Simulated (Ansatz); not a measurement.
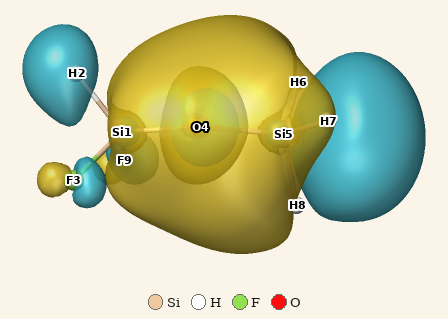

Figure. F2H4OSi2. One frontier orbital at ±0.06 Å⁻³ᐟ² (yellow and cyan are the two phases), seen from one side.

Not at a stationary point (largest force 1.6 eV/Å).

All numbers below come from Ansatz 0.2.0, RKS r2SCAN-D4/def2-SVP.

```xyz
9

Si    0.1126   -0.0052    0.1973
H     0.5328   -0.0433    1.5788
F     1.6040    0.2328   -0.2933
O    -0.9049    1.1672   -0.2700
Si   -2.3868    1.4134   -1.0093
H    -3.4480    0.7456   -0.2058
H    -2.6144    2.8809   -1.0612
H    -2.3677    0.8406   -2.3843
F    -0.4507   -1.4050   -0.3652
```

**Which orbital is it: HOMO or LUMO?**

The LUMO, at −0.37 eV. It lies mainly on Si5 (about 50 %), Si1 (about 15 %) and O4 (about 10 %).
